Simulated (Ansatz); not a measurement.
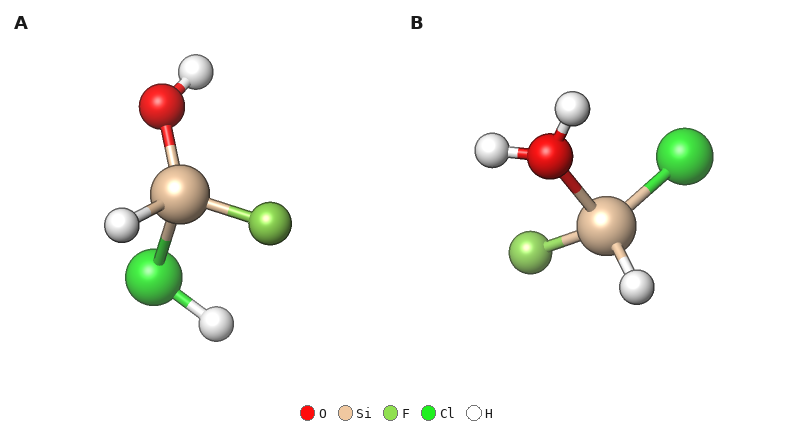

2 stationary structures of one formula. The species has charge +1 and is a spin singlet. Geometries: PBE-D4/def2-SVP. Electronic energies: PBE-D4/def2-SVP (Ansatz 0.2.0), without zero-point energy. No frequency run is at hand to confirm each as a minimum. Each is one conformer, not always the lowest.

> Rank them by energy, lowest first.

B is lowest (C1); A lies 0.826 eV above it (C1).
